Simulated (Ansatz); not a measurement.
## SiN$_{2}$H$_{6}$O: single-point calculation

- system: SiN$_{2}$H$_{6}$O
- method: RKS PBE0-D4/def2-TZVPP (Ansatz 0.2.0)

The geometry is the reactant side of a reaction. The reaction was set up to form H2–H4 and to break Si1–H2 and O3–H4 (atoms counted from 1 in the order of the input); sticks are drawn by distance alone. The geometry comes from this level: PBE0-D4/def2-TZVP.

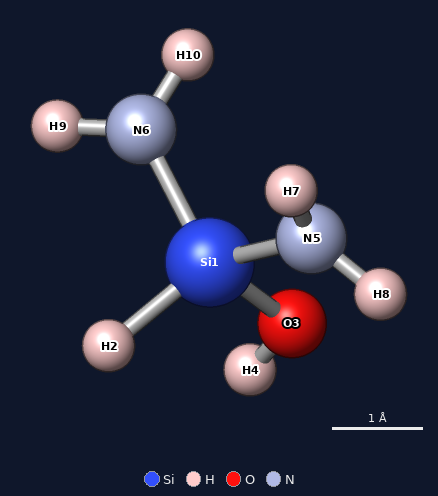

The structure as given in the input (ball-and-stick view, seen at a tilt; atoms are numbered from 1 in the order of the input).

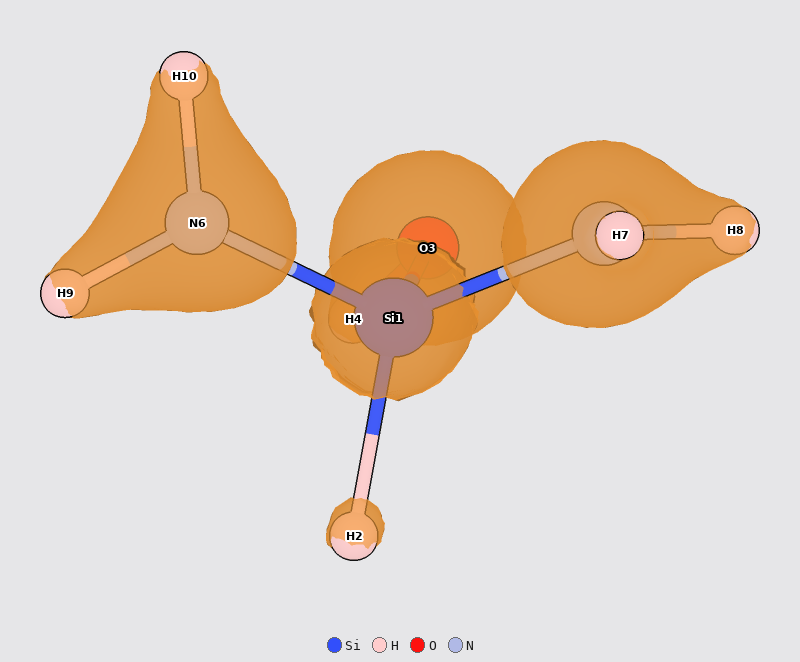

Isosurface of the total electron density at 1.5 e/Å³ (orange), seen from the side. At this value the surface falls into five separate pieces. It is pinched off along the Si–O (1.65 Å) and Si–N (1.70 Å) contacts. On the grid the lowest density along these lines, outside the cores, is 1 e/Å³ (Si–O, 1.65 Å), 1 e/Å³ (Si–N, 1.70 Å), 2.5 e/Å³ (O–H, 0.96 Å) and 2.3 e/Å³ (N–H, 1.00 Å).

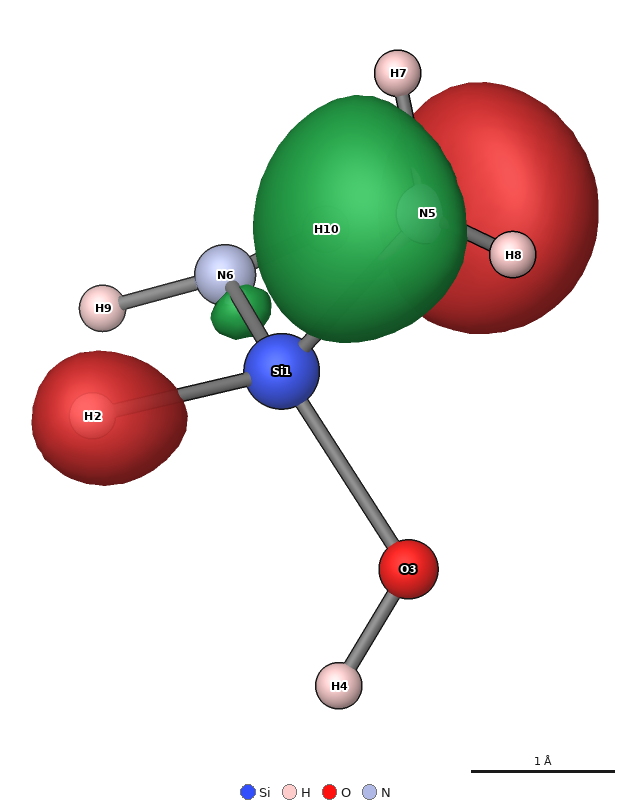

The HOMO at ±0.2 Å⁻³ᐟ² (green and red are the two phases), seen at an oblique angle. Its energy is −7.32 eV.

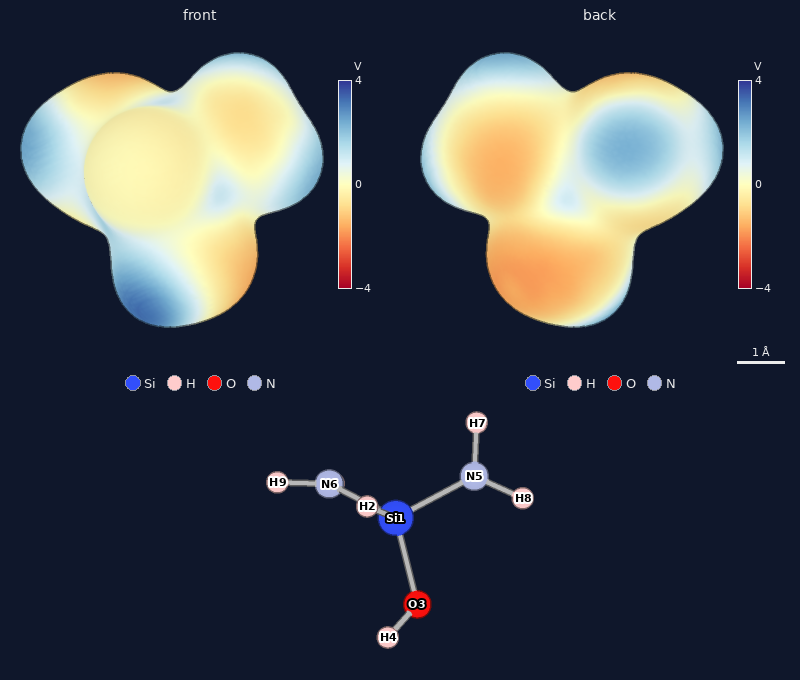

The molecular electrostatic potential painted on the density surface at 0.004 e/bohr³, seen at a tilt and from behind; the colour scale runs from red (negative) to blue (positive). The bare structure is drawn below in the same view.

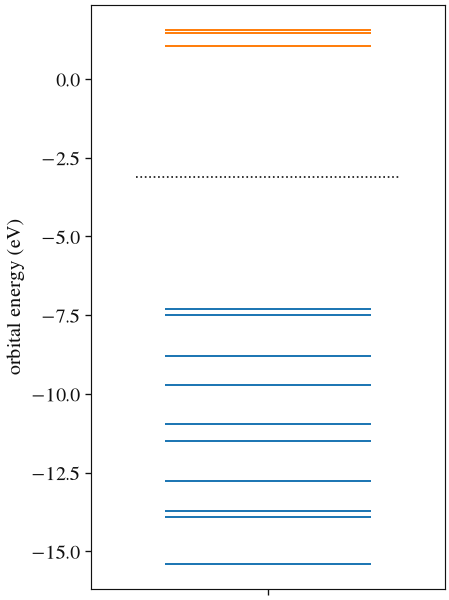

Orbital energies near the frontier; the dotted line parts filled from empty levels, and levels within 0.02 eV of each other stand side by side. Highest filled −7.32 eV, lowest empty 1.06 eV, 8.38 eV apart.

The input and output of the run follow.

Input
```yaml
crystal:
  periodic: [false, false, false]
  atoms:
    - {symbol: Si, position_ang: [0.120467, -0.148419, -0.303968]}
    - {symbol: H, position_ang: [0.605147, -1.354934, -1.035602]}
    - {symbol: O, position_ang: [-0.203035, 1.006641, -1.438117]}
    - {symbol: H, position_ang: [-0.523166, 0.688467, -2.282494]}
    - {symbol: N, position_ang: [1.191910, 0.660303, 0.737651]}
    - {symbol: N, position_ang: [-1.154334, -0.746380, 0.655264]}
    - {symbol: H, position_ang: [1.473202, 0.263078, 1.616465]}
    - {symbol: H, position_ang: [1.840146, 1.345602, 0.390446]}
    - {symbol: H, position_ang: [-1.674299, -1.562785, 0.382334]}
    - {symbol: H, position_ang: [-1.676041, -0.151673, 1.278021]}
basis:
  gaussian: {orbitals: def2-TZVPP}
hamiltonian: {xc: pbe0, dispersion: d4}
output: {orbitals: {seedname: orbitals}}
```

Command:
```bash
ansatz run in.yaml --threads 4 --pin off --events-out ev --progress --plain --max-ram 9574MiB
```

Log
```
Functional definition: PBE0
  name "PBE0"
  cite "Adamo & Barone, J. Chem. Phys. 110, 6158 (1999) doi:10.1063/1.478522"
  cite "Perdew, Burke & Ernzerhof, Phys. Rev. Lett. 77, 3865 (1996) doi:10.1103/PhysRevLett.77.3865"
  parent pbe
  parameter a = 0.25
  parameter kappa = 0.804
  parameter beta = 0.06672455060314922
  exchange = (1 - a)*pbe_x(kappa = kappa, mu = beta*pi^2/3) + a*exact_x
  correlation = pbe_c(beta = beta)
1106 factors; their error is unknown
mean field evaluation 1: about -12985.0268 eV, gradient 9.1e1 eV
mean field evaluation 2: about -12968.6669 eV, gradient 1.2e2 eV
mean field evaluation 4: about -12999.2501 eV, gradient 5.4e0 eV
mean field evaluation 8: about -12999.3015 eV, gradient 1.8e-2 eV
mean field evaluation 16: about -12999.3308 eV, gradient 2.6e-5 eV
mean field -12999.33078404 eV, -477.7165950506 hartree, gradient 2.6e-5 eV, S^2 0.000000; 0 other end points of the search recorded, 0 dependent functions left out
reference -12999.33081322 eV, -477.7165961231 hartree; 21, 21 occupied and 198, 198 virtual orbitals, 1106 factors
Total energy: -12999.47992789 eV, -477.7220759858 hartree
```

Key numbers

| quantity | value |
| --- | --- |
| outcome | converged |
| total energy | −12999.4799 eV |
| mean-field energy | −12999.3308 eV |
| dispersion energy | −0.1491 eV |
| SCF solution under orbital rotations | stable |
| HOMO | −7.32 eV |
| LUMO | 1.06 eV |
| hardware | 4 threads of Arm Neoverse V1, 23 GiB of memory available, shared host |
| wall time | 1.8 s (CPU time 6.5 s) |
| peak memory | 0.43 GiB |
